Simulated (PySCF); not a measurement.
**C₄H₁₁BSSi: density, localisation and related maps**

| atom | x (Å) | y (Å) | z (Å) |
| --- | --- | --- | --- |
| C | -1.2562 | 1.8876 | -0.4508 |
| C | -1.5201 | 0.5944 | -0.3689 |
| C | -1.0962 | -0.4470 | -1.3490 |
| B | -0.2669 | -1.6737 | -0.7152 |
| C | 0.2912 | -1.6228 | 0.7417 |
| S | 1.7514 | -1.3395 | -0.3484 |
| Si | 2.1074 | 0.8063 | -0.2678 |
| H | -0.7080 | 2.3078 | -1.2791 |
| H | -1.5954 | 2.5900 | 0.2930 |
| H | -2.0992 | 0.2196 | 0.4675 |
| H | -0.5596 | 0.0229 | -2.1779 |
| H | -2.0041 | -0.8785 | -1.7833 |
| H | -0.3107 | -2.7173 | -1.2544 |
| H | 0.4721 | -2.5281 | 1.3103 |
| H | 0.1354 | -0.7739 | 1.3974 |
| H | 3.5593 | 0.8508 | -0.1495 |
| H | 1.4299 | 1.3138 | 0.9143 |
| H | 1.6610 | 1.3939 | -1.5210 |

Geometry: GFN2-xTB.

The calculation used PBE0/pcSseg-1, SCF density, gas phase, non-relativistic (PySCF).

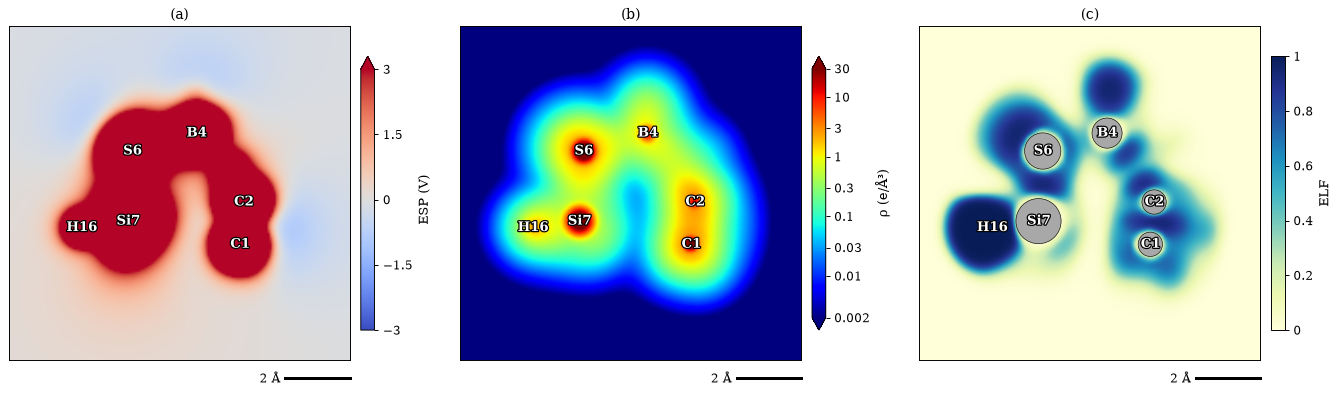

Figure 1. (a) electrostatic potential; (b) electron density; (c) electron localisation function on the plane of atoms S6, Si7 and H16. Grey discs cover the atomic cores in the ELF map.

### What does the map show?

- Atoms in the plane: C, B, S, Si and H.
- C–C (1.32 Å): ρ is about 2.3 e/Å³ halfway; the ELF peaks at about 0.95 between the atoms; a multiple bond.
- B–S (2.08 Å): ρ at the midpoint is about 0.68 e/Å³, with its minimum of 0.54 e/Å³ about 0.7 Å from B; the ELF peaks at about 0.75 between the atoms; a covalent bond.
- Si–S (2.18 Å): ρ is about 0.8 e/Å³ halfway; the ELF peaks at about 0.95 between the atoms; localised, covalent bonding.
- The ELF also peaks beside S6, away from the bonds: lone-pair regions.
- Outside the dense part of the molecule the potential is most negative (−0.9 V) near C1.

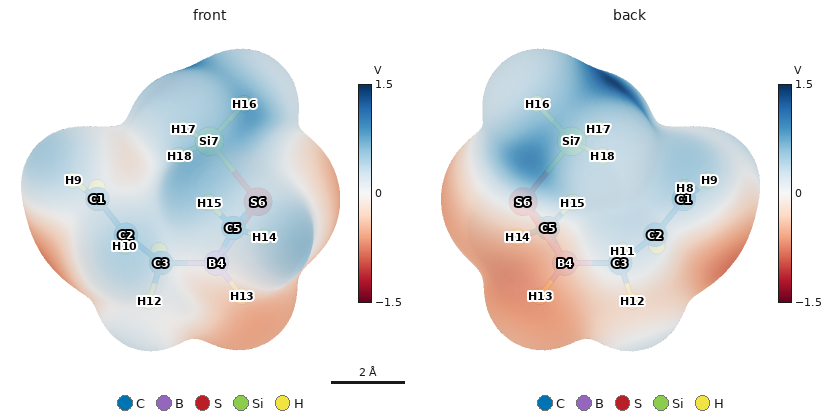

Figure 2. The electrostatic potential painted on the density surface at 0.001 e/bohr³, seen from the front and from behind; the colour scale runs from red (negative) to blue (positive).

### Describe the electrostatic potential map.

The most negative region (about −0.7 V) lies over C1, C2 and H13, the most positive (about +1.4 V) over Si7.
